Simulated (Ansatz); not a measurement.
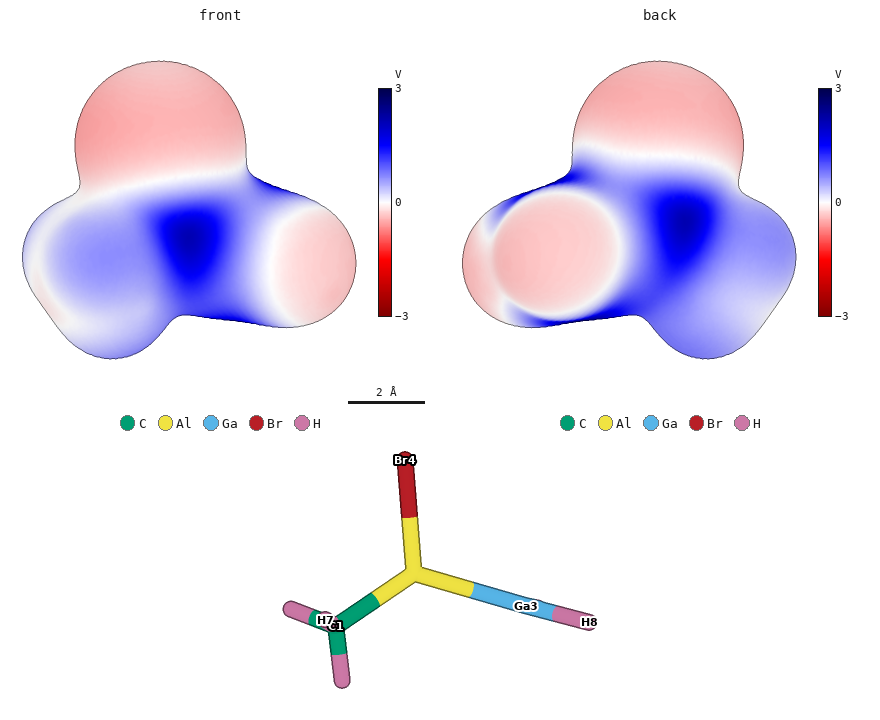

*CH₅AlBrGa (SMILES [CH3][Al]([GaH2])[Br]). The molecular electrostatic potential painted on the density surface at 0.001 e/bohr³, seen from the front and from behind; the colour scale runs from red (negative) to blue (positive). The bare structure is drawn below in the same view.*

Geometry: PBE0-D4/def2-TZVP.

These are results of Ansatz 0.2.0, RKS PBE0-D4/def2-TZVPP, not measurements.

```xyz
9

C    -0.2080    1.6061   -0.8431
Al   -0.2896   -0.2832   -0.3814
Ga    0.6470   -1.5840    1.5505
Br   -1.4445   -1.6096   -1.8422
H    -1.2187    2.0184   -0.9272
H     0.3446    2.2007   -0.1119
H     0.2688    1.7353   -1.8202
H     2.0700   -2.2632    1.4959
H    -0.1697   -1.8204    2.8796
```

> Which sites attract a positive test charge, and which a negative one?

A positive charge is drawn to the negative regions and a negative charge to the positive ones. The most negative region (about −0.5 V, or −12 kcal/mol for a unit charge) lies over Br4, the most positive (about +2.3 V, or +53 kcal/mol for a unit charge) over Ga3.
